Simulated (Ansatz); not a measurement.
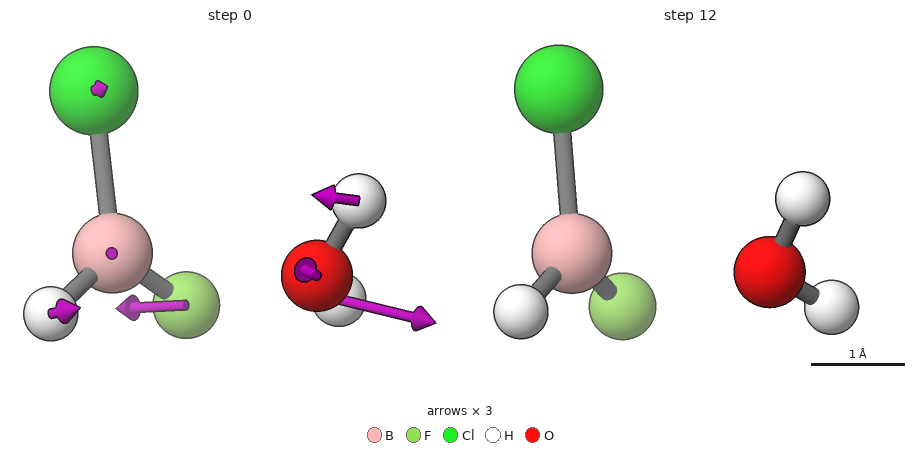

The structure of BH3OClF before (left) and after (right) a relaxation, at one scale. The purple arrows give the displacements, 3 times their true length.

A ball-and-stick model, seen at a tilt.

The run prepares an end point of a later path (reaction) calculation, from a guessed geometry.

Computed with RHF/def2-SVPD in Ansatz.

The input:
```yaml
crystal:
  periodic: [false, false, false]
  atoms:
    - { symbol: B, position_ang: [-0.032846, -0.32166, -0.075366] }
    - { symbol: F, position_ang: [-0.134168, -0.622907, 1.202246] }
    - { symbol: Cl, position_ang: [1.520976, -0.623297, -0.865771] }
    - { symbol: H, position_ang: [-0.983705, -0.000865, -0.703869] }
    - { symbol: O, position_ang: [0.35388, 1.99938, 1.050691] }
    - { symbol: H, position_ang: [1.238666, 2.325786, 1.000608] }
    - { symbol: H, position_ang: [0.334398, 1.369762, 1.785262] }
basis:
  gaussian: { orbitals: def2-SVPD }
hamiltonian:
  xc: hf
relax:
  f_tol: 0.03
  max_steps: 50
output:
  orbitals: {}
```

Launched with:
```bash
ansatz run input.yaml --threads 2 --pin off --max-ram 3072MiB --backend cpu --events-out ev --progress --plain --runs-dir out
```

> Summarise the run.

After 10 accepted moves (12 points after the start) the energy has fallen by 0.101 eV. Largest force component: 1.1 eV/Å at the start, 0.024 eV/Å at the end. The line search rejected the trial steps at points 1, 5 of the run. H7 moves most after the best rigid fit: 0.42 Å. By element the largest moves are H 0.42 Å, F 0.32 Å, O 0.17 Å, Cl 0.07 Å, B 0.03 Å. Near-neighbour distances that change, for instance: O5–H7 0.968 → 0.945 Å, B1–Cl3 1.769 → 1.781 Å, B1–F2 1.317 → 1.311 Å.

Limits of the set-up: Hartree-Fock leaves out electron correlation.
